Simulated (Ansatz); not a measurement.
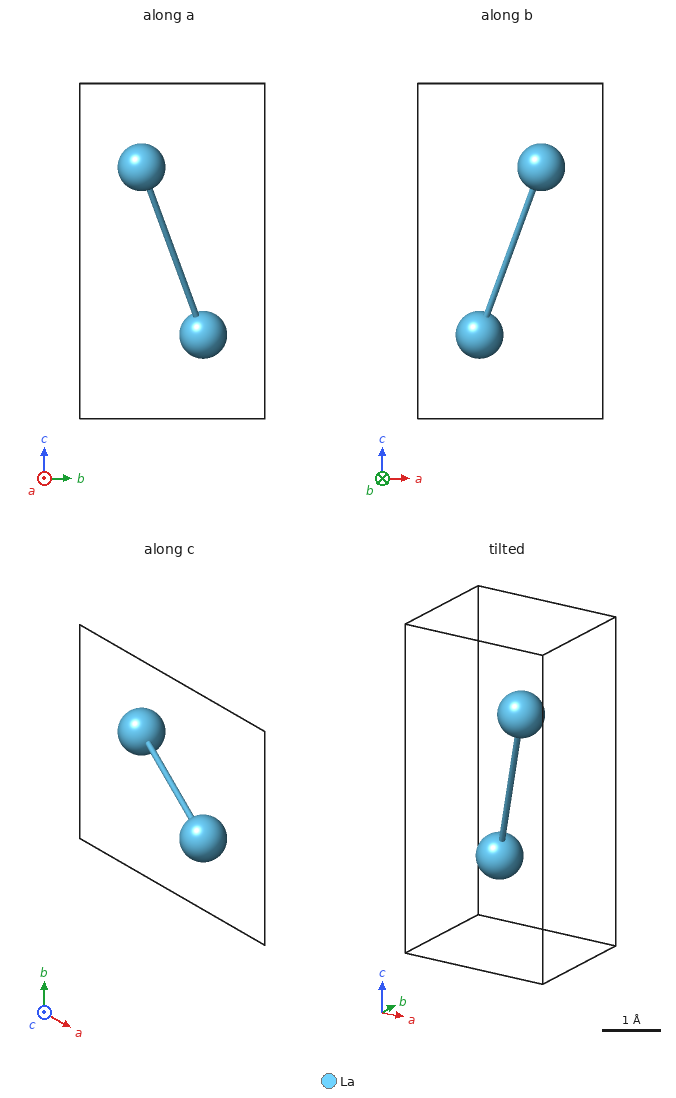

Ball-and-stick representation of a periodic structure, projected along the a axis, along the b axis, along the c axis and slightly off an axis. Lines trace the edges of the conventional unit cell.

Lattice parameters: a = 3.7235 Å, b = 3.7235 Å, c = 5.8395 Å, α = 90.000°, β = 90.000°, γ = 120.000°.

Set out the cell and atoms as a CIF with its space group and independent sites.

Answer.
```cif
data_structure
_symmetry_space_group_name_H-M 'P 63/m m c'
_symmetry_Int_Tables_number 194
_cell_length_a 3.7235
_cell_length_b 3.7235
_cell_length_c 5.8395
_cell_angle_alpha 90.000
_cell_angle_beta 90.000
_cell_angle_gamma 120.000
_cell_volume 70.11
loop_
_atom_site_label
_atom_site_type_symbol
_atom_site_symmetry_multiplicity
_atom_site_Wyckoff_symbol
_atom_site_fract_x
_atom_site_fract_y
_atom_site_fract_z
_atom_site_occupancy
La1 La 2 c 0.3333 0.6667 0.2500 1
```

It goes back to a structure type filled with this element by a generator (whether the element takes this form wasn't checked). Earlier steps of the study may have refined or changed the cell and positions. It went into a calculation with Ansatz.
